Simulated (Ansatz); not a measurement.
Li2MnO3 (C2/m, No. 12), treated with PBEsol in Ansatz (PAW).

Run with plane-wave cutoff 520 eV, 8×8×8 k mesh, Fermi–Dirac smearing 0.01 eV, spin-polarised with parallel moments, scalar-relativistic PAW data made under PBE.

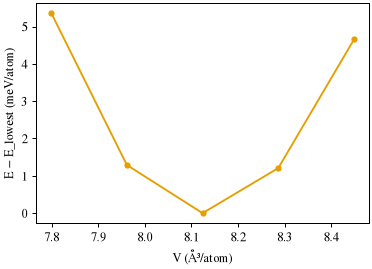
Figure: Total energy against volume

Problem. From the curve, estimate the equilibrium volume and the bulk modulus.

Solution. V0 ≈ 8.1 Å³/atom and B0 ≈ 120 GPa; the fit gives V0 = 8.124 Å³/atom, B0 = 123 GPa, B′ = 4.5.

Shape and atoms are relaxed at each volume.

Note: the magnetic order was assumed, not searched for or taken from measurement; the relaxation could not lower the start's symmetry, so the cell can be a saddle point above a distorted one; without U or exact exchange, gaps and moments of open d shells tend to come out too small; the bulk modulus comes from volumes at which shape and atoms were relaxed.

The computed numbers hold no vibrational or temperature effects.

Ansatz is an electronic-structure program.
